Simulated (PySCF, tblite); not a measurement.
# C₅H₇ClSSi: geometry, infrared bands and NMR shifts

What infrared bands and NMR shifts should C₅H₇ClSSi (`Cc1ccc([SiH2]Cl)s1`) show?

The runs use tblite 0.8.0 and PySCF 2.14.0, with density-fitted response routines of our own; the level of theory stands in each step. All values are computed, except where a source is named. Atoms count from 0, in the outputs and in this text.

## (1) The molecule as given

15 atoms, charge 0, multiplicity 1; geometry from: force field or distance geometry start.

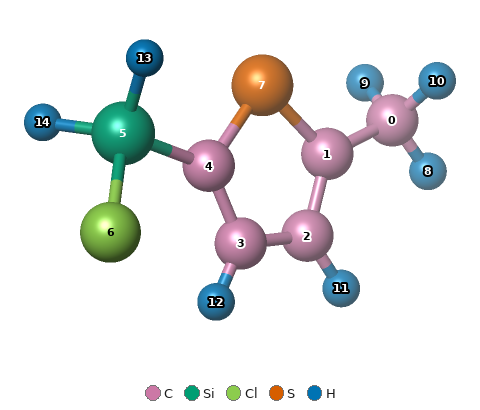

As it starts; carbon pink, silicon teal, chlorine green, sulfur orange, hydrogen blue, atoms numbered.

## (2) Optimising the geometry with GFN2-xTB

The job: settings as JSON, then the geometry in Å.

```
{"job": {"kind": "relax", "xc": "GFN2-xTB", "basis": "xTB"}, "charge": 0, "multiplicity": 1}
C     -2.763400     0.292500     0.524800
C     -1.364000     0.072300     0.100400
C     -0.880100    -0.473900    -1.064800
C      0.533100    -0.522100    -1.114900
C      1.118800    -0.032600     0.053800
Si     2.879000     0.164700     0.612400
Cl     3.961300     0.259100    -1.130900
S     -0.076400     0.501900     1.166700
H     -3.461900    -0.034300    -0.254000
H     -3.008500    -0.267500     1.440900
H     -2.958200     1.356700     0.711900
H     -1.538000    -0.810700    -1.869200
H      1.094500    -0.917400    -1.936200
H      3.114000     1.431900     1.355600
H      3.345300    -1.012500     1.381600
```

Launch:

```bash
OMP_NUM_THREADS=1 python probes_run.py task.json out
```

This one command runs all jobs of the session in turn.

Output:

```text
step      E/eV     max force
  0    -648.42584    1.384
  1    -648.47013    0.524
  2    -648.48638    0.303
  3    -648.49817    0.225
  4    -648.50188    0.254
  5    -648.50833    0.215
  6    -648.51106    0.210
  7    -648.51370    0.117
  8    -648.51517    0.097
  9    -648.51628    0.089
 10    -648.51717    0.096
 11    -648.51809    0.077
 12    -648.51900    0.080
 13    -648.51980    0.085
 14    -648.52045    0.084
 15    -648.52102    0.069
 16    -648.52155    0.057
 17    -648.52195    0.050
 18    -648.52219    0.034
 19    -648.52239    0.041
 20    -648.52263    0.042
 21    -648.52296    0.062
 22    -648.52332    0.067
 23    -648.52361    0.043
 24    -648.52385    0.046
 25    -648.52408    0.046
 26    -648.52434    0.051
 27    -648.52462    0.049
 28    -648.52489    0.051
 29    -648.52515    0.058
 30    -648.52537    0.044
 31    -648.52551    0.028
 32    -648.52559    0.020
 33    -648.52565    0.022
 34    -648.52574    0.026
 35    -648.52586    0.037
 36    -648.52603    0.038
 37    -648.52621    0.035
 38    -648.52635    0.027
 39    -648.52644    0.021
 40    -648.52649    0.021
 41    -648.52654    0.021
 42    -648.52660    0.021
 43    -648.52665    0.022
 44    -648.52671    0.022
 45    -648.52677    0.023
 46    -648.52686    0.024
 47    -648.52696    0.029
 48    -648.52708    0.036
 49    -648.52723    0.034
 50    -648.52742    0.035
 51    -648.52766    0.043
 52    -648.52795    0.047
 53    -648.52826    0.046
 54    -648.52861    0.059
 55    -648.52914    0.070
 56    -648.52995    0.068
 57    -648.53084    0.071
 58    -648.53138    0.061
 59    -648.53162    0.053
 60    -648.53187    0.076
 61    -648.53227    0.044
 62    -648.53273    0.030
 63    -648.53317    0.025
 64    -648.53338    0.032
 65    -648.53356    0.038
 66    -648.53371    0.037
 67    -648.53395    0.026
 68    -648.53404    0.022
 69    -648.53411    0.021
 70    -648.53416    0.016
 71    -648.53418    0.015
 72    -648.53420    0.014
 73    -648.53422    0.012
 74    -648.53424    0.014
 75    -648.53426    0.015
 76    -648.53428    0.013
 77    -648.53430    0.011
 78    -648.53432    0.010
```

Run time: 1.1 s. Hardware: 1 thread of Arm Neoverse N1, shared host; peak memory 0.18 GiB.

The steps of the relaxation: (not every step is listed)

```
step  energy from step 0 (eV)  largest force (eV/Å)
   0                   0.0000                1.3836
   1                  -0.0443                0.5244
   2                  -0.0605                0.3032
   3                  -0.0723                0.2245
   4                  -0.0760                0.2536
   5                  -0.0825                0.2155
   6                  -0.0852                0.2096
   7                  -0.0879                0.1173
   8                  -0.0893                0.0968
  14                  -0.0946                0.0845
  20                  -0.0968                0.0420
  26                  -0.0985                0.0511
  32                  -0.0997                0.0203
  38                  -0.1005                0.0269
  44                  -0.1009                0.0218
  50                  -0.1016                0.0347
  56                  -0.1041                0.0679
  62                  -0.1069                0.0298
  68                  -0.1082                0.0219
  73                  -0.1084                0.0119
  74                  -0.1084                0.0142
  75                  -0.1084                0.0149
  76                  -0.1084                0.0130
  77                  -0.1085                0.0114
  78                  -0.1085                0.0099
```

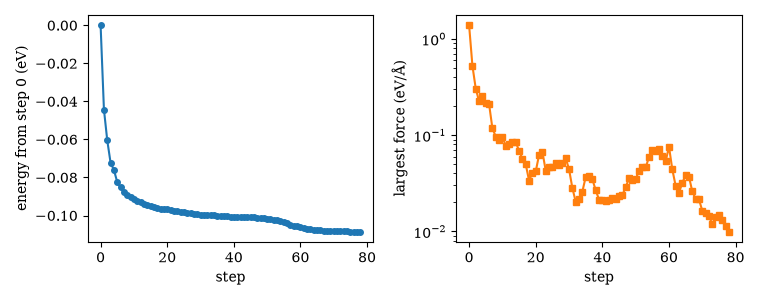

Energy and force, step by step.

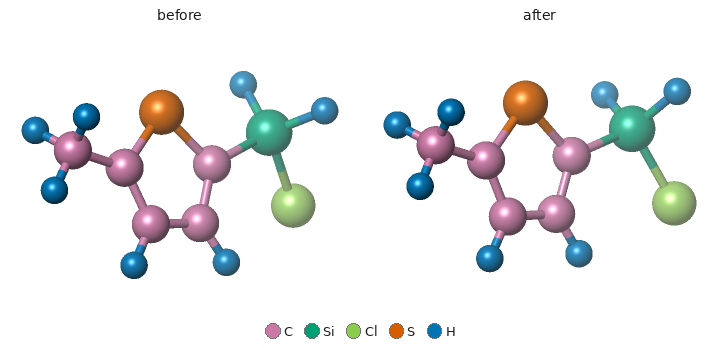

The geometry before (left) and after (right).

Close pairs (by a distance rule), those that changed most:

```
   bond  before (Å)  after (Å)  change (Å)
Si5–Cl6       2.054      2.015      -0.040
  C3–C4       1.396      1.365      -0.031
Si5–H13       1.488      1.462      -0.026
  C4–S7       1.718      1.741      +0.022
Si5–H14       1.482      1.462      -0.020
 C2–H11       1.092      1.076      -0.017
  C1–C2       1.375      1.361      -0.014
  C0–H9       1.101      1.089      -0.012
```

The final coordinates are the input of the step that follows.

## (3) Vibrational analysis with GFN2-xTB

The job: settings as JSON, then the geometry in Å.

```
{"job": {"kind": "ir", "xc": "GFN2-xTB", "basis": "xTB"}, "charge": 0, "multiplicity": 1}
C     -2.809845     0.188163     0.531905
C     -1.383759     0.052849     0.134380
C     -0.870476    -0.318505    -1.069937
C      0.538975    -0.335784    -1.092608
C      1.114986     0.022020     0.091873
Si     2.919446     0.145087     0.562946
Cl     3.999722    -0.344106    -1.065644
S     -0.115110     0.390395     1.267115
H     -3.454582    -0.174049    -0.265633
H     -3.012178    -0.382594     1.437511
H     -3.054095     1.231441     0.734181
H     -1.481643    -0.572564    -1.918050
H      1.115948    -0.606364    -1.959488
H      3.254725     1.512443     0.956888
H      3.233473    -0.800442     1.632649
```

Output:

```text
mode    cm-1     km/mol
  1      28.2      1.45
  2      73.3      0.50
  3      87.0      1.45
  4      98.8      1.92
  5     178.2      3.29
  6     250.4      0.22
  7     304.1      0.36
  8     388.3     10.72
  9     425.1      2.54
 10     496.9     64.45
 11     513.6     59.84
 12     531.2      7.79
 13     573.2      8.98
 14     602.2      1.95
 15     695.2    149.34
 16     702.4    439.61
 17     720.1      2.26
 18     783.8    200.47
 19     805.3      9.42
 20     849.1      0.16
 21     972.0     76.78
 22    1009.4     34.49
 23    1030.9      4.95
 24    1091.9      3.34
 25    1168.8     17.69
 26    1189.1     11.77
 27    1326.6      0.61
 28    1401.0      6.64
 29    1465.8     17.13
 30    1468.2     44.06
 31    1482.2     45.82
 32    1575.3      6.02
 33    2252.1    279.26
 34    2277.5    120.17
 35    2995.3     15.05
 36    3015.4     12.00
 37    3038.6     15.74
 38    3118.7     21.46
 39    3128.4     24.82
```

It took 1.2 s on 1 thread of Arm Neoverse N1, shared host; peak memory 0.18 GiB.

Which atoms move in the most intense modes:

```
cm⁻¹  km/mol                         atoms
 497    64.5  H13 28 %, H14 28 %, Si5 14 %
 514    59.8            Si5 51 %, Cl6 41 %
 695   149.3     S7 33 %, C1 17 %, C2 10 %
 702   439.6            H14 36 %, H13 36 %
 784   200.5            H13 48 %, H14 48 %
 972    76.8             C4 34 %, H12 11 %
2252   279.3            H13 50 %, H14 46 %
2278   120.2            H14 51 %, H13 47 %
```

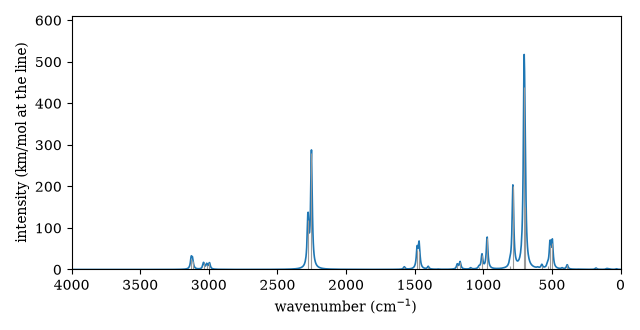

The infrared spectrum from these modes, unscaled. Lines are broadened to a width of 14 cm⁻¹ (Lorentzian).

## (4) Shielding tensors: PBE0/pcSseg-1

The job, as its differences from that of step 3:

```diff
@@ -1,2 +1,2 @@
-{"job": {"kind": "ir", "xc": "GFN2-xTB", "basis": "xTB"}, "charge": 0, "multiplicity": 1}
+{"job": {"kind": "nmr", "xc": "PBE0", "basis": "pcSseg-1"}, "charge": 0, "multiplicity": 1}
 C     -2.809845     0.188163     0.531905
```

With the program's defaults for keys left out, this is: GIAO PBE0/pcSseg-1 NMR shielding, non-relativistic, gas phase.

Output:

```text
coarse grid: 14648 points
cycle   1  E = -1341.8634054815  dE =  1.227e+00  |g| = 4.134e-01  |ddm| = 3.928e+00
cycle   2  E = -1341.8337979989  dE =  2.961e-02  |g| = 5.268e-01  |ddm| = 1.039e+00
cycle   3  E = -1341.9060650503  dE = -7.227e-02  |g| = 1.064e-01  |ddm| = 7.060e-01
cycle   4  E = -1341.9091902483  dE = -3.125e-03  |g| = 3.193e-02  |ddm| = 1.713e-01
cycle   5  E = -1341.9094324713  dE = -2.422e-04  |g| = 8.401e-03  |ddm| = 3.574e-02
cycle   6  E = -1341.9094483795  dE = -1.591e-05  |g| = 3.223e-03  |ddm| = 1.237e-02
cycle   7  E = -1341.9094507338  dE = -2.354e-06  |g| = 4.680e-04  |ddm| = 3.294e-03
final grid: 129064 points
cycle   8  E = -1341.9579215646  dE = -2.465e-05  |g| = 9.300e-03  |ddm| = 2.887e-02
cycle   9  E = -1341.9578927971  dE =  2.877e-05  |g| = 1.350e-02  |ddm| = 2.435e-02
cycle  10  E = -1341.9579423682  dE = -4.957e-05  |g| = 1.810e-03  |ddm| = 1.784e-02
cycle  11  E = -1341.9579432435  dE = -8.753e-07  |g| = 4.898e-04  |ddm| = 2.540e-03
cycle  12  E = -1341.9579432979  dE = -5.446e-08  |g| = 1.294e-04  |ddm| = 5.279e-04
cycle  13  E = -1341.9579433017  dE = -3.774e-09  |g| = 4.496e-05  |ddm| = 1.589e-04
cycle  14  E = -1341.9579433022  dE = -4.434e-10  |g| = 2.156e-05  |ddm| = 6.304e-05
converged SCF energy = -1341.9579433022

GIAO shielding tensors (ppm)
atom      isotropic    diamagn.    paramagn.     s11        s22        s33       span
  0 C      168.256     243.267     -75.011    153.080    161.807    189.882     36.802
  1 C       25.210     268.058    -242.848    -57.742      9.948    123.424    181.166
  2 C       56.275     252.782    -196.508    -21.291     52.392    137.723    159.014
  3 C       44.826     252.190    -207.364    -42.430     30.012    146.897    189.326
  4 C       49.124     265.418    -216.294    -24.318     35.635    136.054    160.372
  5 Si     377.098     878.154    -501.056    338.018    362.813    430.462     92.445
  6 Cl    1027.385    1147.596    -120.211   1001.948   1009.817   1070.392     68.444
  7 S      248.528    1059.696    -811.168     83.362    289.024    373.197    289.835
  8 H       29.057      28.081       0.976     23.797     28.057     35.316     11.519
  9 H       28.963      27.676       1.287     23.542     28.015     35.333     11.790
 10 H       28.939      27.412       1.527     24.003     27.261     35.552     11.549
 11 H       24.701      33.078      -8.376     21.627     25.122     27.355      5.728
 12 H       24.310      32.630      -8.320     20.039     24.598     28.293      8.254
 13 H       26.011      27.400      -1.389     21.100     25.579     31.354     10.254
 14 H       26.006      27.411      -1.406     21.113     25.565     31.339     10.227
```

Run time: 73 s. Hardware: 1 thread of Arm Neoverse N1, shared host; peak memory 0.78 GiB.

The references, computed at this level on geometries of the same kind, shield at (ppm): 1H TMS 31.72, 13C TMS 186.9, 29Si TMS 349.2, 33S CS2 504, 35Cl HCl 950. Their shielding less the atom's gives the shift. The references are single molecules in the gas phase. Atoms listed in one row are averaged.

```
      atoms                                          environment  σ (ppm)  δ (ppm)  δ scaled to CDCl3
         C1  substituted aromatic carbon next to the ring sulfur     25.2    161.7              151.5
         C3                                          aromatic CH     44.8    142.1              136.8
         C4  substituted aromatic carbon next to the ring sulfur     49.1    137.8              128.2
         C2                                          aromatic CH     56.3    130.7              125.6
         C0                    methyl carbon on an aromatic ring    168.3     18.7               16.3
        H12                           hydrogen on an aromatic CH    24.31     7.41               7.09
        H11                           hydrogen on an aromatic CH    24.70     7.02               6.72
   H13, H14                hydrogen on a silicon bonded to C, Cl    26.01     5.71                  –
H8, H9, H10      hydrogen on a methyl carbon on an aromatic ring    28.99     2.73               2.68
        Si5                         silicon bonded to C, Cl, 2 H    377.1    -27.9                  –
        Cl6                                chlorine bonded to Si     1027      -78                  –
         S7                                 aromatic ring sulfur      249      255                  –
```

The scaled column applies a straight-line fit of computed shieldings to shifts measured in CDCl3, with any fitted terms for Cl, Br or S neighbours (root-mean-square error 0.16 ppm for H, 1.9 ppm for C).

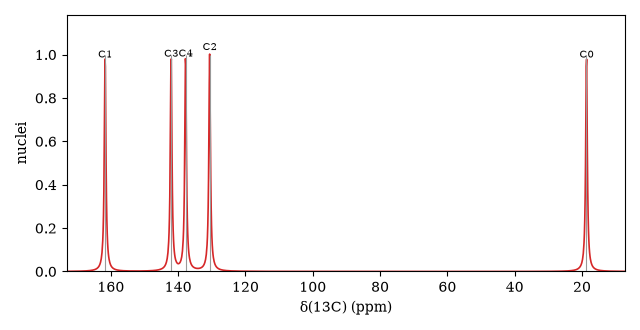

13C lines at the computed shifts, without couplings. Lines are broadened to a width of 0.57 ppm (Lorentzian).

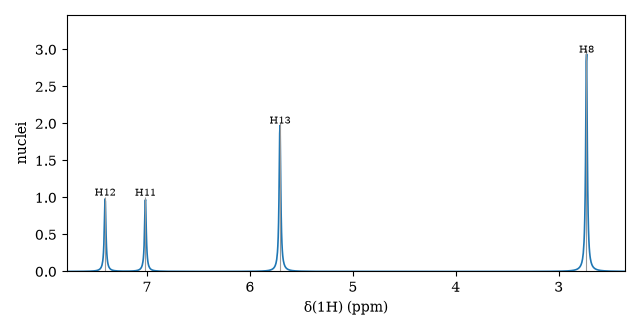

1H lines at the computed shifts, without couplings. Lines are broadened to a width of 0.02 ppm (Lorentzian).

The run also stored atomic charges by several schemes (e):

```
atoms  Mulliken    IAO  Hirshfeld  ESP fit
   C0     -0.11  -0.43      -0.12    -0.50
   C1     -0.51  -0.12      -0.01     0.17
   C2      0.02  -0.20      -0.08    -0.31
   C3     -0.01  -0.16      -0.07    -0.12
   C4     -0.58  -0.46      -0.14    -0.22
  Si5      0.79   0.82       0.33     0.36
  Cl6     -0.32  -0.31      -0.11    -0.18
   S7      0.29   0.30       0.09     0.01
```

Hirshfeld charges:

C0 -0.12; C1 -0.01; C2 -0.08; C3 -0.07; C4 -0.14; Si5 0.33; Cl6 -0.11; S7 0.09; H8 0.06; H9 0.05; H10 0.05; H11 0.06; H12 0.05; H13 -0.07; H14 -0.07

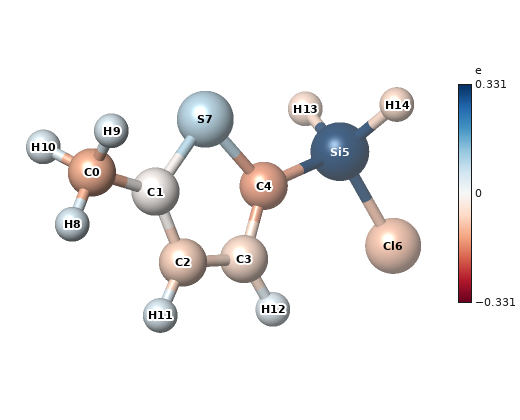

Hirshfeld charges, as colours on the atoms.

Mayer bond orders: C0–C1 1.04, C1–C2 1.55, C2–C3 1.28, C3–C4 1.59, C4–Si5 0.85, Si5–Cl6 0.97, C4–S7 1.12, S7–C1 1.18.

Ring of atoms C1, C2, C3, C4, S7: NICS(0) -11.0, NICS(1) -10.6, NICS(1)zz -24.1 ppm (means of both faces).

Orbitals, density, ELF and potential are computed afterwards from the orbital file.

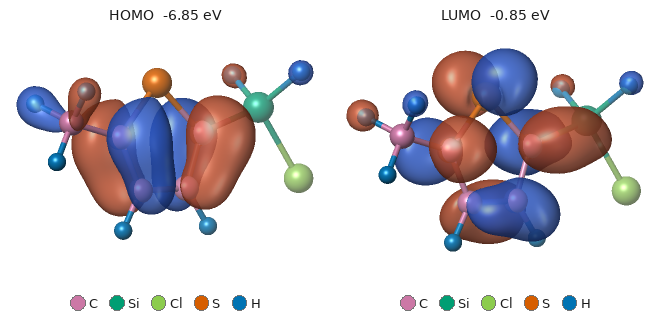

Frontier orbitals at PBE0/pcSseg-1; each surface holds 70 % of the orbital's density, blue and red mark the sign.

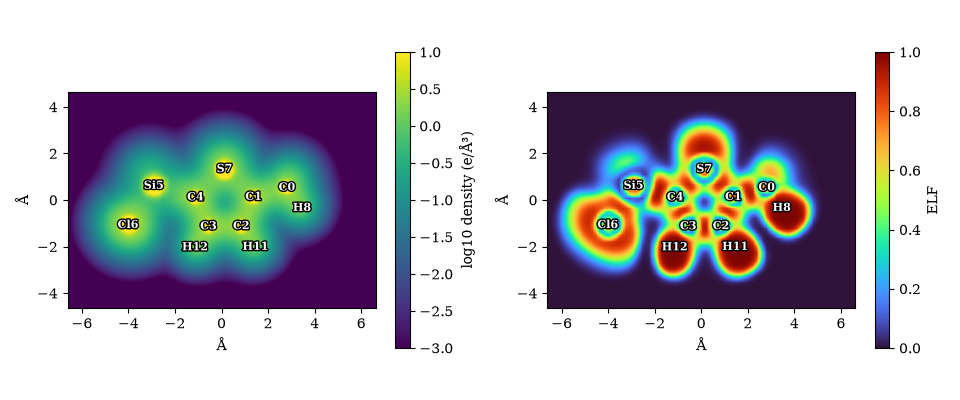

Density (left) and ELF (right) in a plane through or near 11 of the atoms.

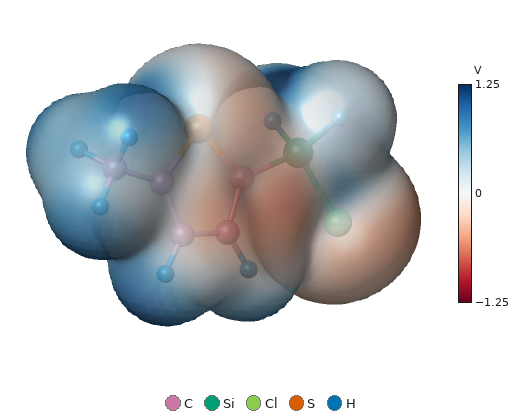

Electrostatic potential on the surface of density 0.002 e/bohr³; red is low, blue high. It runs from -0.58 V near C3 to 1.25 V near H13.

## (5) Summary of results

```
                                                              quantity                                 value
                             strongest single infrared mode (GFN2-xTB)                  702 cm⁻¹, 440 km/mol
                                          zero-point energy (GFN2-xTB)                         63.1 kcal/mol
                                13C shifts against TMS (PBE0/pcSseg-1)  161.7, 142.1, 137.8, 130.7, 18.7 ppm
1H shifts against TMS (PBE0/pcSseg-1, means over atoms taken as alike)            7.41, 7.02, 5.71, 2.73 ppm
                               29Si shifts against TMS (PBE0/pcSseg-1)                             -27.9 ppm
                               35Cl shifts against HCl (PBE0/pcSseg-1)                               -78 ppm
                                33S shifts against CS2 (PBE0/pcSseg-1)                               255 ppm
                                 surface potential, least and greatest                    -0.58 V and 1.25 V
```

In words: Relaxing lowered the energy by 0.108 eV in 78 steps; the close pair that moved most is Si5–Cl6, from 2.054 to 2.015 Å. All 39 modes are real, so the xTB geometry is a minimum. The strongest single mode, at 702 cm⁻¹, moves mainly H14 and H13. GFN2-xTB is a fitted tight-binding method: band positions and strengths are rough. Its intensities can rank the bands wrongly. At PBE0/pcSseg-1: Shielding is most anisotropic at S7 (span 290 ppm, paramagnetic term -811 ppm). NICS(1)zz of -24 ppm above the planar ring from C1 marks a diatropic (aromatic) ring current. At PBE0/pcSseg-1, counted by nearest atom on the grid, the HOMO lies on C1, C4 about 29 % each; C2, C3 about 11 % each, the LUMO on C1, C4 about 22 % each; S7 17 %.
